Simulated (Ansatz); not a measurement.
**Geometry relaxation, with input and output: AlBH6O (part 2 of 2)**

AlBH6O; RKS PBE-D4/def2-SVP (Ansatz 0.2.0). It belongs to a series of runs on one base structure; here: end point A relaxed.

Geometry of the input (Å):
```
B  0.0595  0.1809  -0.0536
H  0.0243  0.4567  1.1161
H  1.1131  0.1839  -0.6523
H  -0.9906  0.0065  -0.6442
O  0.0916  -2.1454  1.0908
Al -0.7465  -3.0417  -0.1441
H  0.1402  -4.2086  -0.7585
H  -2.2814  -2.7646  -0.4989
H  -0.2488  -1.3383  1.5474
```

Trajectory as extended XYZ (Å, eV, eV/Å), 12 frames, from step=1 to step=12:
```
9
Properties=species:S:1:pos:R:3:forces:R:3 step=1 energy=-9405.84635
B     0.0595    0.1809   -0.0536    0.0278  -0.5165  -0.1685
H     0.0243    0.4567    1.1161   -0.0051   0.2638   0.3107
H     1.1131    0.1839   -0.6523    0.0150   0.0018   0.0270
H    -0.9906    0.0065   -0.6442   -0.0035  -0.0328  -0.0240
O     0.0916   -2.1454    1.0908   -0.1668   0.8719  -0.0372
Al   -0.7465   -3.0417   -0.1441   -0.0786  -0.0608   0.0071
H     0.1402   -4.2086   -0.7585    0.0109   0.0206  -0.0293
H    -2.2814   -2.7646   -0.4989    0.0607   0.0358   0.0333
H    -0.2488   -1.3383    1.5474    0.1397  -0.5838  -0.1191
9
Properties=species:S:1:pos:R:3:forces:R:3 step=2 energy=-9405.97478
B     0.0684    0.0860   -0.0253    0.0678  -0.3372   0.2750
H     0.0187    0.5124    1.1194   -0.0276   0.0558  -0.0772
H     1.1197    0.1382   -0.6283    0.0258  -0.1131   0.0265
H    -0.9792   -0.0546   -0.6321   -0.0267  -0.1187  -0.0138
O     0.1446   -2.0116    0.9615   -0.8010   1.5585   0.8884
Al   -0.7542   -3.0350   -0.1404    0.0214   0.0904  -0.2872
H     0.1438   -4.1850   -0.7727   -0.0161   0.0121   0.0198
H    -2.2873   -2.7528   -0.4789   -0.0005  -0.0455   0.1270
H    -0.3132   -1.3683    1.5994    0.7568  -1.1024  -0.9586
9
Properties=species:S:1:pos:R:3:forces:R:3 step=3 energy=-9406.18034
B     0.0725   -0.0254    0.0148    0.1315  -0.6555   0.5095
H     0.0068    0.5158    1.1195   -0.0547   0.1022  -0.2552
H     1.1202    0.0472   -0.5952    0.0240  -0.0467  -0.0181
H    -0.9713   -0.1507   -0.6066   -0.0902   0.0111  -0.1045
O     0.1489   -1.8468    0.8572   -0.8211   1.4761   1.3684
Al   -0.7400   -2.9637   -0.1774   -0.1257   0.0352  -0.4147
H     0.1550   -4.1349   -0.7778    0.0044   0.0789   0.0171
H    -2.2974   -2.7477   -0.4465    0.0368  -0.0517   0.1389
H    -0.3336   -1.3643    1.6146    0.8949  -0.9496  -1.2414
9
Properties=species:S:1:pos:R:3:forces:R:3 step=4 energy=-9406.41773
B     0.0811   -0.2095    0.0782    0.1327   0.5561   0.2499
H    -0.0170    0.5524    1.0765   -0.0366  -0.2854  -0.4824
H     1.1078   -0.0308   -0.5622    0.0202  -0.2075  -0.0080
H    -0.9556   -0.2001   -0.5966   -0.1016  -0.2120  -0.1388
O     0.1416   -1.7063    0.8068   -0.5412   0.5548   1.4953
Al   -0.7264   -2.8789   -0.2330   -0.3040   0.0792  -0.4906
H     0.1703   -4.0712   -0.7908    0.0424   0.1775   0.0003
H    -2.3093   -2.7489   -0.4041    0.1356  -0.0167   0.1512
H    -0.3311   -1.3772    1.6280    0.6525  -0.6460  -0.7769
9
Properties=species:S:1:pos:R:3:forces:R:3 step=5 energy=-9406.68857
B     0.0826   -0.2614    0.0909    0.2148   0.1385   0.1199
H    -0.0872    0.6110    0.9847   -0.0410  -0.4255  -0.5681
H     1.1287   -0.1627   -0.5453   -0.0764  -0.0272   0.0634
H    -0.9255   -0.3708   -0.6491   -0.0889  -0.2222  -0.1547
O     0.1368   -1.6888    0.8844   -0.1359   0.1400   0.8329
Al   -0.7360   -2.7567   -0.2975   -0.1927   0.5549  -0.1384
H     0.2137   -3.8966   -0.8658    0.0017   0.1641  -0.1518
H    -2.3302   -2.6959   -0.3155    0.1158  -0.0695   0.0663
H    -0.3216   -1.4487    1.7161    0.2026  -0.2531  -0.0695
9
Properties=species:S:1:pos:R:3:forces:R:3 step=6 energy=-9407.03907
B     0.0961   -0.3420    0.0871    0.2603   0.1433   0.6191
H    -0.1600    0.6055    0.8720   -0.0925  -0.4208  -0.6501
H     1.1504   -0.2367   -0.5356   -0.1315  -0.1282   0.1039
H    -0.8942   -0.5438   -0.7048    0.0383  -0.4311  -0.0482
O     0.1502   -1.6778    1.0022    0.1186  -0.0526  -0.3777
Al   -0.7397   -2.5927   -0.3388   -0.1793   0.5190   0.0558
H     0.2098   -3.7207   -0.9504   -0.0079   0.2851  -0.1704
H    -2.3369   -2.6720   -0.2567    0.1388  -0.0224   0.0855
H    -0.3145   -1.4904    1.8278   -0.1447   0.1077   0.3821
9
Properties=species:S:1:pos:R:3:forces:R:3 step=7 energy=-9407.24182
B     0.1237   -0.4191    0.1207    0.1637   0.7006   0.4820
H    -0.2382    0.5867    0.7596   -0.0841  -0.3681  -0.4961
H     1.1663   -0.3043   -0.5066   -0.0575  -0.1242   0.0131
H    -0.8442   -0.7343   -0.7112    0.0638   0.3411  -0.2740
O     0.1594   -1.6515    1.0558    0.1345  -0.3896   0.0280
Al   -0.7719   -2.4519   -0.3634    0.3557  -0.6420  -0.0889
H     0.1912   -3.5557   -1.0319   -0.1049   0.3746  -0.0850
H    -2.3169   -2.6569   -0.2075   -0.3746  -0.0281   0.1969
H    -0.3081   -1.4836    1.8872   -0.0966   0.1358   0.2240
9
Properties=species:S:1:pos:R:3:forces:R:3 step=8 energy=-9407.35387
B     0.1526   -0.4299    0.1423   -0.1095  -0.0430  -0.0390
H    -0.3199    0.5858    0.6328    0.0422  -0.1512   0.0835
H     1.2058   -0.3536   -0.4612    0.1093  -0.0233   0.1294
H    -0.7523   -0.7359   -0.7809    0.0706  -0.1728   0.0740
O     0.1466   -1.6841    1.1096   -0.1139   0.2524  -0.1910
Al   -0.7828   -2.4823   -0.3255   -0.1613   0.0479  -0.0769
H     0.2027   -3.4116   -1.1646   -0.0879   0.0732   0.0160
H    -2.3653   -2.6711   -0.0902    0.2444  -0.0289   0.0873
H    -0.3260   -1.4879    1.9403    0.0060   0.0456  -0.0833
9
Properties=species:S:1:pos:R:3:forces:R:3 step=9 energy=-9407.36621
B     0.1638   -0.4170    0.1320    0.1003  -0.1019   0.3622
H    -0.3606    0.5664    0.6231   -0.0602  -0.0276   0.0312
H     1.2702   -0.3040   -0.3495    0.0910   0.0172  -0.1107
H    -0.6440   -0.7337   -0.8641   -0.1234  -0.1427  -0.1116
O     0.1230   -1.6791    1.0697   -0.0458   0.1942  -0.2216
Al   -0.8181   -2.4443   -0.3824    0.0367  -0.2326   0.3345
H     0.1336   -3.4200   -1.2017   -0.0711   0.1029  -0.1088
H    -2.3246   -2.7402    0.0927    0.1020   0.1440  -0.1523
H    -0.3820   -1.4986    1.8829   -0.0295   0.0465  -0.0229
9
Properties=species:S:1:pos:R:3:forces:R:3 step=10 energy=-9407.39061
B     0.1676   -0.4295    0.1380   -0.0062   0.0150   0.0001
H    -0.3767    0.5452    0.6271   -0.0005   0.0245  -0.0283
H     1.2749   -0.3170   -0.3599   -0.0509   0.0281  -0.0204
H    -0.6541   -0.7853   -0.8518    0.0266   0.0504  -0.0300
O     0.1262   -1.6606    1.0866    0.0031  -0.1320   0.0677
Al   -0.8003   -2.4781   -0.3422   -0.0344   0.0078   0.0495
H     0.1334   -3.3842   -1.2538   -0.0345  -0.0026   0.0344
H    -2.3322   -2.7047    0.0630    0.0935   0.0167  -0.0305
H    -0.3775   -1.4565    1.8957    0.0032  -0.0079  -0.0426
9
Properties=species:S:1:pos:R:3:forces:R:3 step=11 energy=-9407.39196
B     0.1672   -0.4245    0.1391   -0.0475   0.0453  -0.0269
H    -0.4240    0.5277    0.6235    0.0199  -0.0399  -0.0021
H     1.2753   -0.2617   -0.3355    0.0092   0.0170  -0.0247
H    -0.6090   -0.7952   -0.8821    0.0227   0.0305   0.0179
O     0.1487   -1.6762    1.0700    0.0434   0.0149   0.1166
Al   -0.8008   -2.4718   -0.3338   -0.0734  -0.1204  -0.1436
H     0.1050   -3.4153   -1.2352   -0.0339   0.0022   0.0106
H    -2.3312   -2.6622    0.0842    0.0546   0.0132  -0.0211
H    -0.3700   -1.4913    1.8725    0.0050   0.0370   0.0734
9
Properties=species:S:1:pos:R:3:forces:R:3 step=12 energy=-9407.39403
B     0.1651   -0.4254    0.1404    0.0003   0.0096  -0.0083
H    -0.4103    0.5322    0.6290   -0.0023  -0.0072  -0.0033
H     1.2690   -0.2714   -0.3503   -0.0013   0.0016   0.0139
H    -0.6225   -0.7878   -0.8718    0.0019  -0.0145   0.0126
O     0.1437   -1.6730    1.0799    0.0118  -0.0014   0.0011
Al   -0.7973   -2.4766   -0.3385   -0.0034   0.0003  -0.0276
H     0.1065   -3.4198   -1.2371    0.0063  -0.0029  -0.0031
H    -2.3248   -2.6691    0.0651   -0.0207   0.0004   0.0051
H    -0.3682   -1.4797    1.8858    0.0075   0.0139   0.0096
```

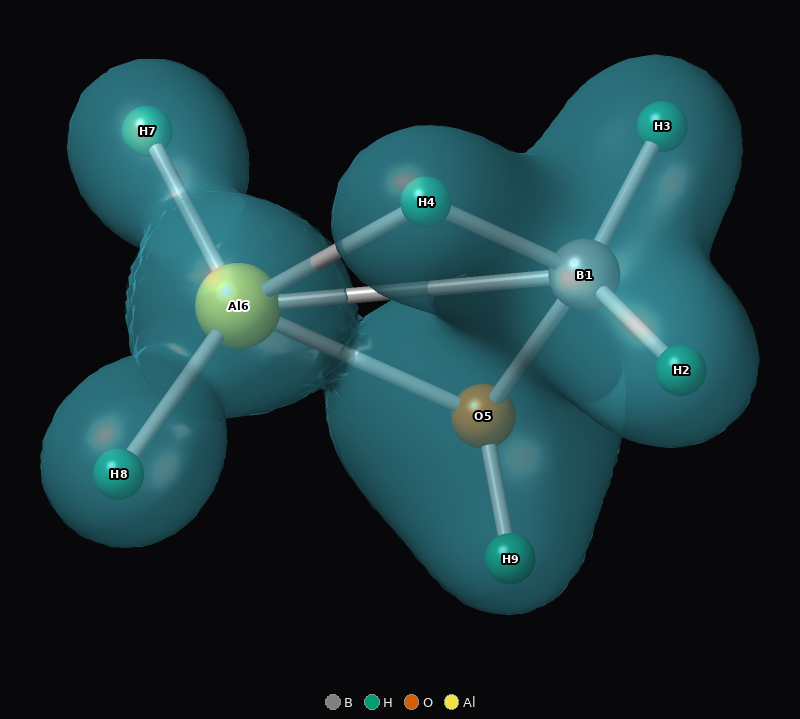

Fig. 1: Isosurface of the total electron density at 0.4 e/Å³ (cyan), seen at an oblique angle. At this value the surface is in one piece. It is pinched off along the Al–B (2.32 Å) contacts. On the grid the lowest density along these lines, outside the cores, is 0.79 e/Å³ (B–O, 1.56 Å), 0.47 e/Å³ (Al–O, 1.88 Å), 0.29 e/Å³ (Al–B, 2.32 Å) and 2.3 e/Å³ (O–H, 0.97 Å).

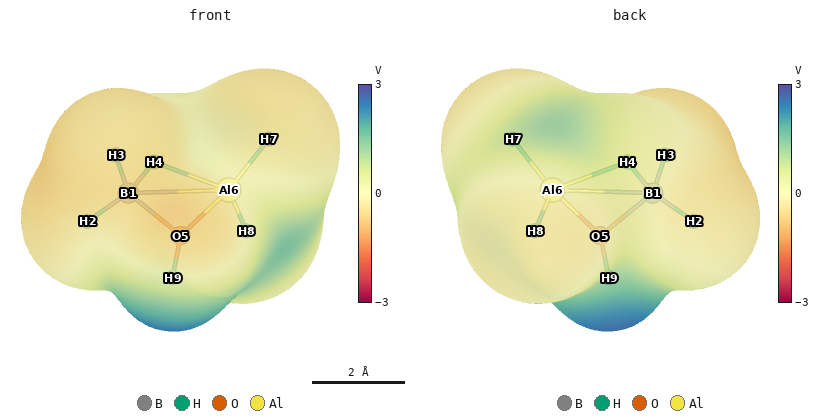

Fig. 2: The molecular electrostatic potential painted on the density surface at 0.001 e/bohr³, seen at a tilt and from behind; the colour scale runs from red (negative) to blue (positive). A positive charge is drawn to the negative regions and a negative charge to the positive ones.

Summary:

```csv
quantity,value
outcome,converged
total energy,−9407.3941 eV
mean-field energy,−9407.2634 eV
largest force (length of the vector) at the end,0.028 eV/Å
hardware,"1 thread of Intel Xeon @ 2.50GHz (Skylake/Cascade Lake), 32 GiB of memory available, shared host"
wall time,47 s
peak memory,0.15 GiB
```
